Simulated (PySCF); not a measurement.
# InBr: what the fields show

```yaml
atoms:
  - { symbol: In, position_ang: [0.0000, 0.0000, -1.0456] }
  - { symbol: Br, position_ang: [0.0000, 0.0000, 1.5224] }
```

All numbers below come from PBE0/x2c-TZVPPall, spin-free X2C-1e, Gaussian nucleus, at a bond length of 2.568 Å (PySCF).

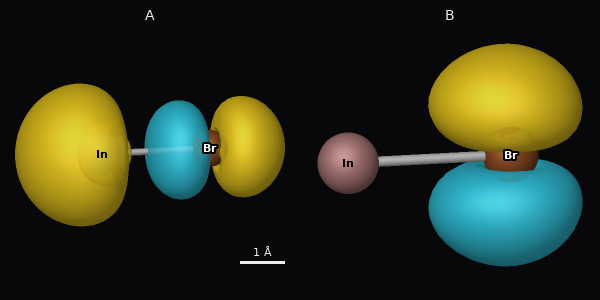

Figure 1. Two frontier orbitals, each drawn at the value that holds 80 % of its norm (yellow and cyan are the two phases), in no order; of a degenerate pair one member is drawn.

> Label each orbital by symmetry, say whether it is occupied, and order them by energy.

Orbital B: π, occupied, −7.74 eV; mainly on Br (90 %).
Orbital A: σ, occupied, −7.07 eV; shared between the atoms (In 55 %, Br 45 %).

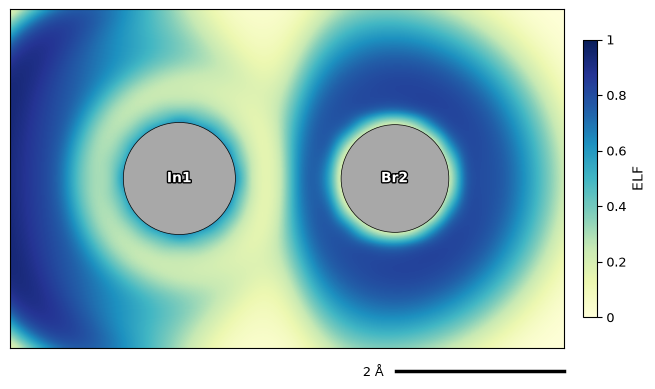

Figure 2. ELF on a plane that holds the molecular axis. Grey discs cover the atomic cores.

> Interpret the plot.

The plane passes through In and Br nuclei. In–Br (2.57 Å): the ELF peaks at about 0.75 in the valence shell of Br, 1.0 Å from its nucleus, and drops to about 0.15 between the two atoms. The ELF also peaks beside Br2, away from the bonds: lone-pair regions.

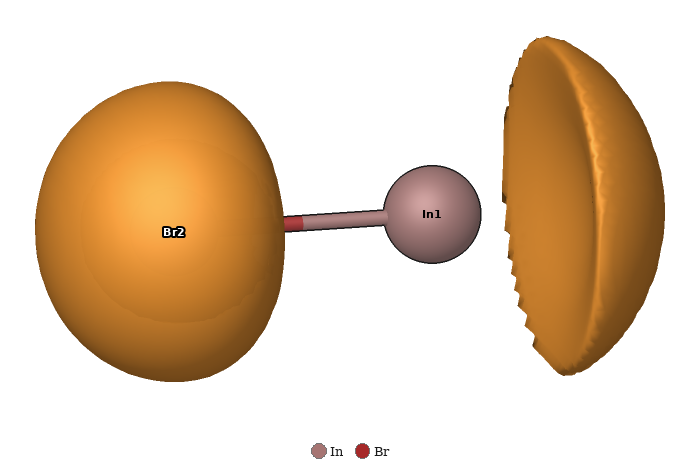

Figure 3. Isosurface of the electron localisation function at 0.75 (orange), seen from one side. Core shells and regions of very low density are left out.

> Identify the bonds, lone pairs and shells in this picture.

The surface consists of one lobe on In, pointing away from the bonds (lone pairs) and one region wrapped around Br (its valence shell).
